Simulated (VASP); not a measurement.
Band structure of LiH (rock salt). Level of theory: vdW-DF2, VASP's PBE PAW potentials (set 64) (plane waves; VASP 6.6.1).

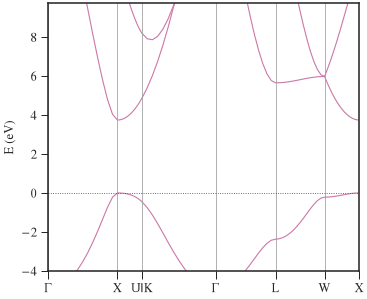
Fig. 1. Bands along high-symmetry lines, zero at the valence-band maximum or, without a gap, the Fermi level

Question: Read the plot: is there a gap, and where are the band edges?

Answer: The gap is direct, 3.74 eV, from the valence maximum at X to the conduction minimum at X. (Edges off the drawn lines would not show.)

The compound is LiH in the rock salt structure. It was relaxed first.
